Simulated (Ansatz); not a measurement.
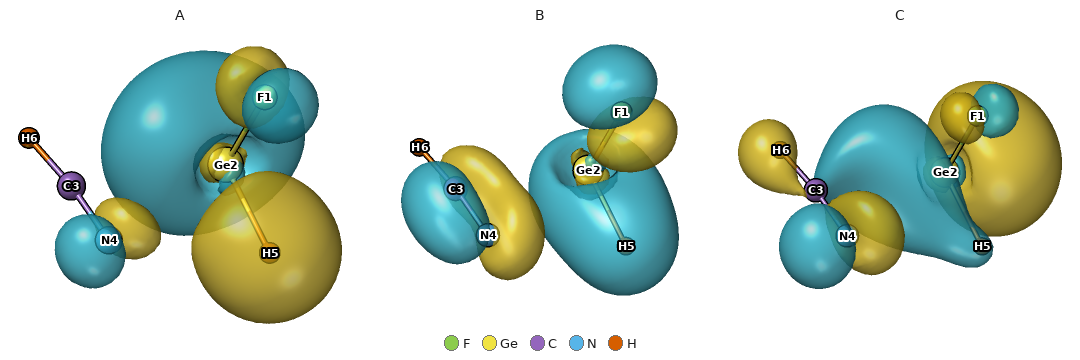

The picture shows: CH2FGeN. Three frontier orbitals at ±0.1 Å⁻³ᐟ² (yellow and cyan are the two phases), in no order.

Geometry: PBE0-D4/def2-TZVP; at this geometry the atoms fall into two loosely joined parts.

Level of theory: RKS PBE0-D4/def2-TZVPP (Ansatz 0.2.0).

Input file:

```
crystal:
  periodic: [false, false, false]
  atoms:
    - {symbol: F, position_ang: [1.709140, -1.152524, 0.258337]}
    - {symbol: Ge, position_ang: [1.167126, 0.333553, -0.523295]}
    - {symbol: C, position_ang: [-1.120741, 0.394218, 0.702803]}
    - {symbol: N, position_ang: [-1.394904, -0.316460, -0.166105]}
    - {symbol: H, position_ang: [0.686802, -0.345450, -1.880922]}
    - {symbol: H, position_ang: [-1.005323, 1.022464, 1.562883]}
basis:
  gaussian: {orbitals: def2-TZVPP}
hamiltonian: {xc: pbe0, dispersion: d4}
output: {orbitals: {seedname: orbitals}}
```

Command:

```sh
ansatz run in.yaml --threads 2 --pin off --events-out ev --progress --plain --max-ram 4352MiB
```

Which picture is the HOMO−1, the HOMO and the LUMO?

Answer. B is the HOMO−1 (−10.20 eV). It lies mainly on F1 (about 35 %), Ge2 (about 30 %), H5 (about 15 %), N4 (about 10 %) and C3 (about 10 %). A is the HOMO (−6.93 eV). Its weight (Hirshfeld) is mainly on Ge2 (about 60 %), H5 (about 20 %) and F1 (about 10 %). C is the LUMO (−1.88 eV). It lies mainly on Ge2 (about 60 %), N4 (about 20 %) and C3 (about 10 %).

What is the HOMO–LUMO gap?

Answer. 5.05 eV between the orbital energies.
